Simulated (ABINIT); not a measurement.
## LiH (Fm-3m): a self-consistent loop beyond G0W0, cycle by cycle

Wanted: G0W0 and self-consistent gaps of LiH (Fm-3m), with the cost of the cycles.

Program: ABINIT 10.8.3. Level of theory: PBE and many-body steps on it, plane waves. Results are calculated unless marked as measured.

The database entry behind the starting cell differs from later determinations by our own check (the deuteride, about 0.2 % short), so it need not match the best structure at ambient conditions.

**1. The starting structure**

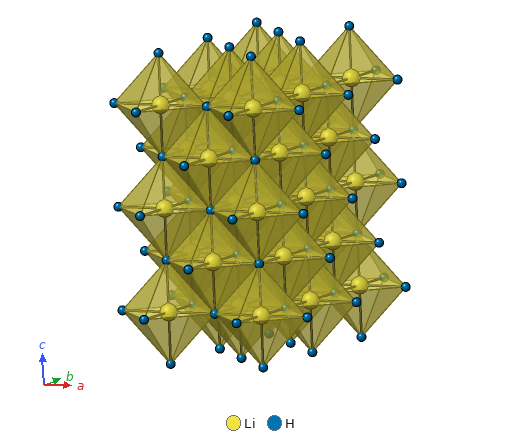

The starting structure, seen slightly off an axis (lithium yellow, hydrogen blue). 1×2×2 cells are drawn. This picture shows the conventional cell, with its axes. Some periodic images of atoms are drawn too.

The cell and positions come from the Crystallography Open Database and are kept as given unless a step says otherwise.

**2. Empty states on the mesh, 6×6×6 mesh, 87 bands**

This step: ABINIT 10.8.3; DFT, PBE, plane waves, norm-conserving pseudopotentials.

The sums over transitions need many empty states on a uniform mesh; this step solves for them.

Input file run.abi:

```
acell 3*1.0 Angstrom
rprim 
  0.000000000000 2.036750000000 2.036750000000
  2.036750000000 -0.000000000000 2.036750000000
  2.036750000000 2.036750000000 -0.000000000000
ntypat 2
znucl 3 1
natom 2
typat 1 2
xred 
  0.000000000000 0.000000000000 0.000000000000
  0.500000000000 0.500000000000 0.500000000000
pp_dirpath "pseudos"
pseudos "Li.upf, H.upf"
ecut 33
ngkpt 6 6 6
nshiftk 1
shiftk 0 0 0
kptopt 1
chksymbreak 0
irdden 1
istwfk *1
nband 87
prtvol 0
optdriver 6
gwr_task "HDIAGO"
paral_kgb 0
occopt 1
indata_prefix "in"
outdata_prefix "out"
tmpdata_prefix "tmp"
```

Run with:

```console
$ OMP_NUM_THREADS=1 mpirun -n 4 abinit run.abi > log
```

What it wrote:

```text
.Version 10.8.3 of ABINIT. v10.8.2 released Aug 2026.

 Symmetries : space group Fm -3 m (#225); Bravais cF (face-center cubic)
[... echo of the input left out ...]
== DATASET  1 ==================================================================
-   mpi_nproc: 4, omp_nthreads: 1 (-1 if OMP is not activated)

--- !DatasetInfo
iteration_state: {dtset: 1, }
dimensions: {natom: 2, nkpt: 16, mband: 87, nsppol: 1, nspinor: 1, nspden: 1, mpw: 1056, }
cutoff_energies: {ecut:  33.0, pawecutdg:  -1.0, }
[...]
Direct band gap semiconductor
 Fundamental gap:     3.022 (eV)
   VBM:    -0.348 (eV) at k: [ 5.0000E-01,  5.0000E-01,  0.0000E+00]
   CBM:     2.674 (eV) at k: [ 5.0000E-01,  5.0000E-01,  0.0000E+00]
 Direct gap:         3.022 (eV) at k: [ 5.0000E-01,  5.0000E-01,  0.0000E+00]

== END DATASET(S) ==============================================================
================================================================================

 -outvars: echo values of variables after computation  --------
           etotal      0.0000000000E+00
            nband          87
             nkpt          16
          spgroup         225
 [... the other variables as echoed above ...]

 Calculation completed.
```

The job ended after 7 s (4 MPI ranks of Arm Neoverse V1, shared host; peak memory 0.43 GiB; 28 s of CPU time).

Numbers from this step:

| Item | Value |
| --- | --- |
| gap | 3.022 eV |
| k of the valence top | 0.5, 0.5, 0 |
| k of the conduction bottom | 0.5, 0.5, 0 |
| least direct gap | 3.022 eV |
| k points computed | 16 |
| lowest point of the top converged band, above the valence top | 148.4156 eV |

On this mesh the gap is 3.022 eV.

The density comes from a self-consistent run that is not shown.

**3. Screening, 6×6×6 mesh, 79 bands, screening to 217.7 eV**

The RPA dielectric matrix is built and inverted for each q.

This step: RPA screening on PBE, plane waves, norm-conserving pseudopotentials.

run.abi: that of step 2 with these lines changed.

```diff
@@ -20,10 +20,11 @@
 chksymbreak 0
-irdden 1
 istwfk *1
-nband 87
-prtvol 0
-optdriver 6
-gwr_task "HDIAGO"
-paral_kgb 0
 occopt 1
+irdwfk 1
+optdriver 3
+nband 79
+ecuteps 8
+inclvkb 2
+awtr 1
+symchi 1
 indata_prefix "in"
```

What it wrote:

```text
.Version 10.8.3 of ABINIT. v10.8.2 released Aug 2026.

 Symmetries : space group Fm -3 m (#225); Bravais cF (face-center cubic)
[... echo of the input left out ...]
== DATASET  1 ==================================================================
-   mpi_nproc: 4, omp_nthreads: 1 (-1 if OMP is not activated)

--- !DatasetInfo
iteration_state: {dtset: 1, }
dimensions: {natom: 2, nkpt: 16, mband: 79, nsppol: 1, nspinor: 1, nspden: 1, mpw: 1056, }
cutoff_energies: {ecut:  33.0, pawecutdg:  -1.0, }
electrons: {nelect:   4.00000000E+00, charge:   0.00000000E+00, occopt:   1.00000000E+00, tsmear:   1.00000000E-02, }

 SCREENING: Calculation of the susceptibility and dielectric matrices

 Based on a program developped by R.W. Godby, V. Olevano, G. Onida, and L. Reining.
 Incorporated in ABINIT by V. Olevano, G.-M. Rignanese, and M. Torrent.
.Using double precision arithmetic ; gwpc =  8

[... cell and pseudopotentials left out ...]
--------------------------------------------------------------------------------

 ==== K-mesh for the wavefunctions ====
 Number of points in the irreducible wedge :    16
[... list of points left out ...]
 Together with 48 symmetry operations and time-reversal symmetry
 yields   216 points in the full Brillouin Zone.

 ==== Q-mesh for the screening function ====
 Number of points in the irreducible wedge :    16
[... list of points left out ...]
 Together with 48 symmetry operations and time-reversal symmetry
 yields   216 points in the full Brillouin Zone.

 setmesh: FFT mesh size selected  =    24x   24x   24
          total number of points  =        13824

 vcoul_init : cutoff-mode = AUXILIARY_FUNCTION
 q-points for optical limit:   1
     1)      0.000010    0.000020    0.000030

- screening: taking advantage of time-reversal symmetry
- Maximum band index for partially occupied states nbvw = 2
- Remaining bands to be divided among processors   nbcw = 77
- Number of bands treated by each node ~19

 Number of electrons calculated from density =    4.0000; Expected =    4.0000
 average of density, n =  0.035077
 r_s =    1.8951
 omega_plasma =   18.0662 [eV]

 calculating chi0 at frequencies [eV] :
  1    0.000000E+00    0.000000E+00
  2    0.000000E+00    1.806615E+01

--------------------------------------------------------------------------------
  q-point number  1        q = ( 0.000000, 0.000000, 0.000000) [r.l.u.]
--------------------------------------------------------------------------------
[... chi0 elements left out ...]
 For q-point:  0.000010 0.000020 0.000030
  dielectric constant =   4.1824
  dielectric constant without local fields =   4.5877

  Average fulfillment of the sum rule on Im[epsilon] for q-point    1 :     89.96  [%]
[... wings left out ...]
  q-point number  2        q = ( 0.166667, 0.000000, 0.000000) [r.l.u.]
--------------------------------------------------------------------------------
[... chi0 elements left out ...]
  Average fulfillment of the sum rule on Im[epsilon] for q-point    2 :     97.82  [%]

 [... 14 further q-points ...]
```

Run time: 17 s. Hardware: 4 MPI ranks; peak memory 0.62 GiB.

This step gave:

```
ε∞ with local fields, on this mesh, along the program's q direction : 4.182
the same without local fields                                       : 4.588
plasma frequency                                                    : 18.07 eV
plane waves in the screening matrix                                 : 137
```

Local fields lower ε∞ by 9 %.

**4. G0W0**

The self-energy is evaluated for the states that the input lists, and the levels follow from it, in one-shot runs by the linearised quasiparticle equation.

This step: G0W0 on PBE, plane waves, norm-conserving pseudopotentials.

run.abi: that of step 3 with these lines changed.

```diff
@@ -23,8 +23,17 @@
 irdwfk 1
-optdriver 3
+optdriver 4
 nband 79
+gwcalctyp 0
+ecutsigx 33
+symsigma 1
+nkptgw 2
+kptgw 
+  0.5000000000 0.5000000000 0.0000000000
+  0.0000000000 0.0000000000 0.0000000000
+bdgw 
+  1 5
+  1 6
 ecuteps 8
-inclvkb 2
-awtr 1
-symchi 1
+irdscr 1
+ppmodel 1
 indata_prefix "in"
```

What it wrote:

```text
.Version 10.8.3 of ABINIT. v10.8.2 released Aug 2026.

 Symmetries : space group Fm -3 m (#225); Bravais cF (face-center cubic)
[... echo of the input left out ...]
== DATASET  1 ==================================================================
-   mpi_nproc: 4, omp_nthreads: 1 (-1 if OMP is not activated)

--- !DatasetInfo
iteration_state: {dtset: 1, }
dimensions: {natom: 2, nkpt: 16, mband: 79, nsppol: 1, nspinor: 1, nspden: 1, mpw: 1056, }
cutoff_energies: {ecut:  33.0, pawecutdg:  -1.0, }
electrons: {nelect:   4.00000000E+00, charge:   0.00000000E+00, occopt:   1.00000000E+00, tsmear:   1.00000000E-02, }

 SIGMA: Calculation of the GW corrections

 Based on a program developped by R.W. Godby, V. Olevano, G. Onida, and L. Reining.
 Incorporated in ABINIT by V. Olevano, G.-M. Rignanese, and M. Torrent.
.Using double precision arithmetic ; gwpc =  8

[... cell and pseudopotentials left out ...]
--------------------------------------------------------------------------------

 ==== K-mesh for the wavefunctions ====
 Number of points in the irreducible wedge :    16
[... list of points left out ...]
 Together with 48 symmetry operations and time-reversal symmetry
 yields   216 points in the full Brillouin Zone.

 ==== Q-mesh for screening function ====
 Number of points in the irreducible wedge :    16
[... list of points left out ...]
 Together with 48 symmetry operations and time-reversal symmetry
 yields   216 points in the full Brillouin Zone.

 vcoul_init : cutoff-mode = AUXILIARY_FUNCTION
 q-points for optical limit:   1
     1)      0.000010    0.000020    0.000030
 setmesh: FFT mesh size selected  =    30x   30x   30
          total number of points  =        27000

 Number of electrons calculated from density =    4.0000; Expected =    4.0000
 average of density, n =  0.035077
 r_s =    1.8951
 omega_plasma =   18.0662 [eV]

 === KS Band Gaps ===
  >>>> For spin  1
   Minimum direct gap =   3.0221 [eV], located at k-point      :   0.5000  0.5000  0.0000
   Fundamental gap    =   3.0221 [eV], Top of valence bands at :   0.5000  0.5000  0.0000
                                       Bottom of conduction at :   0.5000  0.5000  0.0000
 SIGMA fundamental parameters:
 PLASMON POLE MODEL  1
 number of plane-waves for SigmaX                 1037
 number of plane-waves for SigmaC and W            137
 number of plane-waves for wavefunctions          1037
 number of bands                                    79
 number of independent spin polarizations            1
 number of spinorial components                      1
 number of k-points in IBZ                          16
 number of q-points in IBZ                          16
 number of symmetry operations                      48
 number of k-points in BZ                          216
 number of q-points in BZ                          216
 number of frequencies for dSigma/dE                 9
 frequency step for dSigma/dE [eV]                0.25
 number of omega for Sigma on real axis              0
 max omega for Sigma on real axis  [eV]           0.00
 zcut for avoiding poles [eV]                     0.10

 EPSILON^-1 parameters (SCR file):
 dimension of the eps^-1 matrix on file            137
 dimension of the eps^-1 matrix used               137
 number of plane-waves for wavefunctions          1037
 number of bands                                    79
 number of q-points in IBZ                          16
 number of frequencies                               2
 number of real frequencies                          1
 number of imag frequencies                          1

 matrix elements of self-energy operator (all in [eV])

 Perturbative Calculation

--- !SelfEnergy_ee
iteration_state: {dtset: 1, }
kpoint     : [   0.500,    0.500,    0.000, ]
spin       : 1
KS_gap     :    3.022
QP_gap     :    4.932
Delta_QP_KS:    1.910
data: !SigmaeeData |
     Band     E0 <VxcDFT>   SigX SigC(E0)      Z dSigC/dE  Sig(E)    E-E0       E
        1 -44.599 -25.708 -39.768   5.461   0.764  -0.309 -32.275  -6.567 -51.165
        2  -0.348 -11.307 -14.604   1.496   0.771  -0.298 -12.694  -1.387  -1.735
        3   2.674  -7.646  -3.654  -3.347   0.810  -0.235  -7.123   0.523   3.197
        4  10.239  -8.235  -2.665  -4.521   0.780  -0.282  -7.417   0.818  11.057
        5  10.239  -8.235  -2.665  -4.521   0.780  -0.282  -7.417   0.818  11.057

--- !SelfEnergy_ee
iteration_state: {dtset: 1, }
kpoint     : [   0.000,    0.000,    0.000, ]
spin       : 1
KS_gap     :   20.729
QP_gap     :   22.851
Delta_QP_KS:    2.122
data: !SigmaeeData |
     Band     E0 <VxcDFT>   SigX SigC(E0)      Z dSigC/dE  Sig(E)    E-E0       E
        1 -44.649 -25.626 -39.706   5.437   0.764  -0.310 -32.226  -6.600 -51.249
        2  -5.602  -9.916 -15.613   3.400   0.712  -0.405 -11.551  -1.635  -7.236
        3  15.128 -11.719  -4.658  -6.324   0.662  -0.511 -11.232   0.487  15.615
        4  17.057  -8.963  -2.437  -5.441   0.696  -0.437  -8.208   0.755  17.812
        5  17.057  -8.963  -2.437  -5.441   0.696  -0.437  -8.208   0.755  17.812
        6  17.057  -8.963  -2.437  -5.441   0.696  -0.437  -8.208   0.755  17.812

== END DATASET(S) ==============================================================
================================================================================

 -outvars: echo values of variables after computation  --------
           etotal      0.0000000000E+00
            nband          79
             nkpt          16
          spgroup         225
 [... the other variables as echoed above ...]

 Calculation completed.
```

The job ended after 7 s (4 MPI ranks; peak memory 0.7 GiB; 28 s of CPU time).

This step gave:

```yaml
g0w0_gap_on_the_points_computed: 4.932 eV
starting_gap_on_the_mesh: 3.022 eV
k_of_the_valence_top: 0.5, 0.5, 0
k_of_the_conduction_bottom: 0.5, 0.5, 0
z_at_the_valence_top: 0.771
z_at_the_conduction_bottom: 0.81
least_direct_g0w0_gap_on_the_computed_points: 4.932 eV
```

The gap on the mesh goes from 3.02 eV to 4.93 eV, a correction of +1.91 eV.

**5. Self-consistent COHSEX, cycle 1**

This step: self-consistent COHSEX on PBE, plane waves, norm-conserving pseudopotentials.

run.abi: that of step 4 with these lines changed.

```diff
@@ -25,15 +25,43 @@
 nband 79
-gwcalctyp 0
+gwcalctyp 27
 ecutsigx 33
-symsigma 1
-nkptgw 2
+symsigma 0
+nkptgw 16
 kptgw 
+  0.0000000000 0.0000000000 0.0000000000
+  0.1666666667 0.0000000000 0.0000000000
+  0.3333333333 0.0000000000 0.0000000000
+  0.5000000000 0.0000000000 0.0000000000
+  0.1666666667 0.1666666667 0.0000000000
+  0.3333333333 0.1666666667 0.0000000000
+  0.5000000000 0.1666666667 0.0000000000
+  -0.3333333333 0.1666666667 0.0000000000
+  -0.1666666667 0.1666666667 0.0000000000
+  0.3333333333 0.3333333333 0.0000000000
+  0.5000000000 0.3333333333 0.0000000000
+  -0.3333333333 0.3333333333 0.0000000000
   0.5000000000 0.5000000000 0.0000000000
-  0.0000000000 0.0000000000 0.0000000000
+  0.5000000000 0.3333333333 0.1666666667
+  -0.3333333333 0.3333333333 0.1666666667
+  -0.3333333333 0.5000000000 0.1666666667
 bdgw 
-  1 5
-  1 6
+  1 28
+  1 28
+  1 28
+  1 28
+  1 28
+  1 28
+  1 28
+  1 28
+  1 28
+  1 28
+  1 28
+  1 28
+  1 28
+  1 28
+  1 28
+  1 28
 ecuteps 8
 irdscr 1
-ppmodel 1
+rhoqpmix 0.3
 indata_prefix "in"
```

What it wrote:

```text
.Version 10.8.3 of ABINIT. v10.8.2 released Aug 2026.

 Symmetries : space group Fm -3 m (#225); Bravais cF (face-center cubic)
[... echo of the input left out ...]
== DATASET  1 ==================================================================
-   mpi_nproc: 4, omp_nthreads: 1 (-1 if OMP is not activated)

--- !DatasetInfo
iteration_state: {dtset: 1, }
dimensions: {natom: 2, nkpt: 16, mband: 79, nsppol: 1, nspinor: 1, nspden: 1, mpw: 1056, }
cutoff_energies: {ecut:  33.0, pawecutdg:  -1.0, }
electrons: {nelect:   4.00000000E+00, charge:   0.00000000E+00, occopt:   1.00000000E+00, tsmear:   1.00000000E-02, }

 SIGMA: Calculation of the GW corrections

 Based on a program developped by R.W. Godby, V. Olevano, G. Onida, and L. Reining.
 Incorporated in ABINIT by V. Olevano, G.-M. Rignanese, and M. Torrent.
.Using double precision arithmetic ; gwpc =  8

[... cell and pseudopotentials left out ...]
--------------------------------------------------------------------------------

 ==== K-mesh for the wavefunctions ====
 Number of points in the irreducible wedge :    16
[... list of points left out ...]
 Together with 48 symmetry operations and time-reversal symmetry
 yields   216 points in the full Brillouin Zone.

 ==== Q-mesh for screening function ====
 Number of points in the irreducible wedge :    16
[... list of points left out ...]
 Together with 48 symmetry operations and time-reversal symmetry
 yields   216 points in the full Brillouin Zone.

 vcoul_init : cutoff-mode = AUXILIARY_FUNCTION
 q-points for optical limit:   1
     1)      0.000010    0.000020    0.000030
 setmesh: FFT mesh size selected  =    30x   30x   30
          total number of points  =        27000

 Number of electrons calculated from density =    4.0000; Expected =    4.0000
[...]
QP_gap     :    9.562
Delta_QP_KS:    3.422
data: !SigmaeeData |
     Band     E_DFT   <VxcDFT>   E(N-1)  <Hhartree>   SigX  SigC[E(N-1)]    Z     dSigC/dE  Sig[E(N)]  DeltaE  E(N)_pert E(N)_diago
[...]
--- !SelfEnergy_ee
iteration_state: {dtset: 1, }
kpoint     : [  -0.333,    0.500,    0.167, ]
spin       : 1
KS_gap     :    4.164
QP_gap     :    7.455
Delta_QP_KS:    3.291
data: !SigmaeeData |
     Band     E_DFT   <VxcDFT>   E(N-1)  <Hhartree>   SigX  SigC[E(N-1)]    Z     dSigC/dE  Sig[E(N)]  DeltaE  E(N)_pert E(N)_diago
[...]
27    64.757    -7.295    64.757    72.052    -0.489    -5.952     1.000     0.000    -6.441     0.854    65.611    65.612
       28    67.494    -7.765    67.494    75.258    -0.612    -6.186     1.000     0.000    -6.798     0.967    68.460    68.463

 New Fermi energy :       -3.316703E-02 Ha ,   -9.025208E-01 eV
 New Exchange energy :    -1.989130E+00 Ha ,   -5.412699E+01 eV

 === QP Band Gaps ===
  >>>> For spin  1
   Minimum direct gap =   6.5942 [eV], located at k-point      :   0.5000  0.5000  0.0000
   Fundamental gap    =   6.5725 [eV], Top of valence bands at :  -0.3333  0.5000  0.1667
                                       Bottom of conduction at :   0.5000  0.5000  0.0000

 writing QP data on file : out_QPS

 Convergence of QP corrections
 >>>>> For spin  1 <<<<<
.  kptgw no:  1; Maximum DeltaE = ( -10.008   0.000) for band index:  1
.  kptgw no:  2; Maximum DeltaE = ( -10.194   0.000) for band index:  1
.  kptgw no:  3; Maximum DeltaE = ( -10.457   0.000) for band index:  1
[...]
.  kptgw no: 15; Maximum DeltaE = ( -10.279   0.000) for band index:  1
.  kptgw no: 16; Maximum DeltaE = ( -10.221   0.000) for band index:  1

== END DATASET(S) ==============================================================
================================================================================

 -outvars: echo values of variables after computation  --------
           etotal      0.0000000000E+00
            nband          79
             nkpt          16
          spgroup         225
 [... the other variables as echoed above ...]

 Calculation completed.
```

Elapsed: 3.3 min, on 4 MPI ranks; peak memory 1.2 GiB; 13 min of CPU time.

Numbers from this step:

| Item | Value |
| --- | --- |
| quasiparticle gap on the mesh | 6.573 eV |
| gap of the density functional on the mesh | 3.022 eV |
| k of the valence top | -0.3333, 0.5, 0.1667 |
| k of the conduction bottom | 0.5, 0.5, 0 |
| Z at the valence top | 1 |
| Z at the conduction bottom | 1 |
| least direct quasiparticle gap on the computed points | 6.594 eV |

Against G0W0 in ABINIT (6×6×6 mesh, 79 bands, screening to 217.7 eV, Godby-Needs plasmon pole), the gap moves by +1.641 eV.

[end of part 1 of 5]

[Paths, hosts, dates, memory and timing lines, banners, echoed tables and standing remarks are left out of the program output.]

[Logs are printed without paths, hosts, clocks, repeated set-up lines and the standing remarks that a program may print on its own settings, such as how far it seeks lower states.]

[Runs of the session that timed out or met a known fault of the program may be left out.]

[Hosts, paths, dates, database ids (printed as entryN), source tags and the programs' standing remarks are cut or masked in the printed files.]

[G0W0 gaps are taken among the corrected bands and points alone; a level outside them can change the order at an edge.]

[Where Ansatz stands beside ABINIT at settings called matched, ABINIT's density can come from a denser mesh and the files from another edition; pairs whose starting gaps differed by over 0.03 eV were left out, so agreement reads better than it is.]
